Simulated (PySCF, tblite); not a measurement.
# C7H8NS radical: geometry, infrared bands and EPR parameters

Aim: predict the infrared bands and EPR parameters of C7H8NS radical (`C#C[C@](C)(C#N)[CH]SC`).

Computed with tblite 0.8.0 and PySCF 2.14.0, with density-fitted response routines of our own, on a single molecule in the gas phase. Atoms are numbered from 0 throughout.

### 1 The molecule as given

17 atoms, charge 0, multiplicity 2; geometry from: force field or distance geometry start.

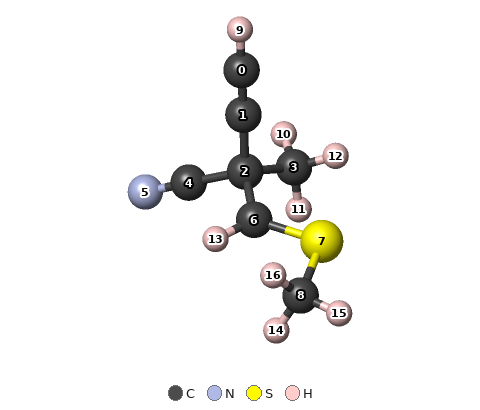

As it starts; carbon dark grey, nitrogen light blue, sulfur yellow, hydrogen pink, atoms numbered.

### 2 Geometry optimisation with GFN2-xTB

The job: settings as JSON, then the geometry in Å.

```
{"job": {"kind": "relax", "xc": "GFN2-xTB", "basis": "xTB"}, "charge": 0, "multiplicity": 2}
C     -1.439400     2.633400    -0.229500
C     -1.259100     1.469900    -0.047700
C     -1.007800     0.014000     0.198000
C     -1.737300    -0.787200    -0.907100
C     -1.562100    -0.413900     1.519000
N     -1.977400    -0.759100     2.539600
C      0.486900    -0.202100     0.222500
S      1.459000    -0.449000    -1.188700
C      3.111400    -0.511200    -0.460900
H     -1.622700     3.673800    -0.394500
H     -2.828400    -0.671200    -0.834100
H     -1.532900    -1.871100    -0.803100
H     -1.451600    -0.479000    -1.898300
H      1.000200    -0.087300     1.177000
H      3.177600    -1.321300     0.257500
H      3.842800    -0.665400    -1.239500
H      3.333700     0.438500     0.046300
```

Command:

```bash
> OMP_NUM_THREADS=1 python probes_run.py task.json out
```

This one command runs all jobs of the session in turn.

**Question.** This job is followed by: GFN2-xTB harmonic vibrations, gas phase; UKS B3LYP, pcH-1 on C H N S, non-relativistic, mean-field spin-orbit, GIAO. Predict these results of the whole session: strongest single infrared mode (GFN2-xTB); zero-point energy (GFN2-xTB); g(iso) (B3LYP); ⟨S²⟩; largest a(iso) (averaged by class); surface potential, least and greatest.

As calculated:

```
                                 quantity                  value
strongest single infrared mode (GFN2-xTB)  2368 cm⁻¹, 276 km/mol
             zero-point energy (GFN2-xTB)          77.4 kcal/mol
                           g(iso) (B3LYP)                2.00487
                                     ⟨S²⟩     0.755 (exact 0.75)
       largest a(iso) (averaged by class)   13C on C6, 110.1 MHz
    surface potential, least and greatest     -1.83 V and 1.47 V
```

Over 172 steps the energy fell by 0.187 eV; of the close pairs, C1–C2 changed most, 1.498 to 1.459 Å. No mode is imaginary among the 45: a minimum at this level. The strongest single mode, at 2368 cm⁻¹, moves mainly C4 and N5. GFN2-xTB is a fitted tight-binding method: band positions and strengths are rough. Its intensities can rank the bands wrongly. Most of the unpaired spin sits on C6 (0.80 e). The isotropic g lies 2.6 ppt above the free-electron value.
